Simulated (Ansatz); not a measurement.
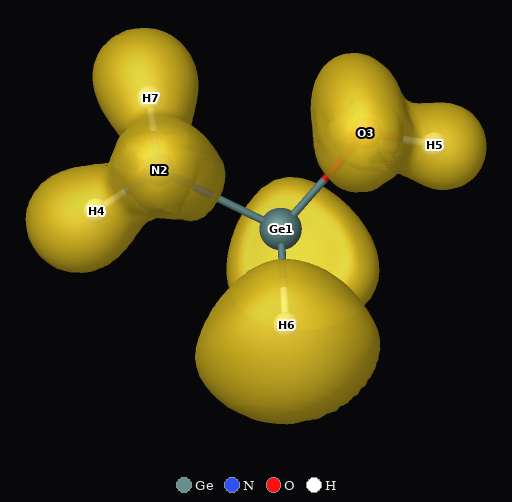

Figure 1: GeH$_{4}$NO (SMILES [NH2][GeH][OH]) (doublet). Isosurface of the ELF at 0.75 (yellow), seen at a tilt. Core shells and regions of very low density are left out.

Geometry: B3LYP-D3(BJ)/def2-SVP.

Level of theory: Ansatz 0.2.0, isolated molecule in a Gaussian basis; Kohn-Sham density functional theory, functional PBE0.

Input

```
crystal:
  periodic: [false, false, false]
  atoms:
    - symbol: Ge
      position_ang: [0.040528, -0.350350, -0.331191]
    - symbol: "N"
      position_ang: [1.590174, 0.200540, 0.506024]
    - symbol: O
      position_ang: [-0.147439, 0.960670, -1.558698]
    - symbol: H
      position_ang: [1.951093, -0.405823, 1.240579]
    - symbol: H
      position_ang: [-1.019790, 0.941077, -1.974308]
    - symbol: H
      position_ang: [0.422982, -1.716704, -1.028585]
    - symbol: H
      position_ang: [1.599273, 1.168410, 0.824939]
basis:
  gaussian:
    orbitals: def2-TZVPD
magnetization:
  spin_polarized: true
  initial_magnetization: 1
hamiltonian:
  xc: pbe0
output: {forces: true, orbitals: {seedname: orbitals}}
```

Run with:

```sh
ansatz run input.yaml --threads 1 --pin off --max-ram 2610MiB --events-out events.jsonl --progress --plain --runs-dir runs
```

### What do the ELF domains correspond to?

The ELF exceeds this value in one region around a hydrogen nucleus, one lobe on Ge, pointing away from the bonds (non-bonding electrons), one joined region spread over several atoms (H, N), in which their bonds and any lone pairs are merged and one joined region spread over several atoms (H, O), in which their bonds and any lone pairs are merged. Profiles from the grid: Ge–O (1.81 Å): the ELF peaks at about 0.85 in the valence shell of O, 0.6 Å from its nucleus, and is about 0.35 at the midpoint. Ge–N (1.85 Å): the ELF peaks at about 0.90 in the valence shell of N, 0.6 Å from its nucleus, and is about 0.50 at the midpoint.
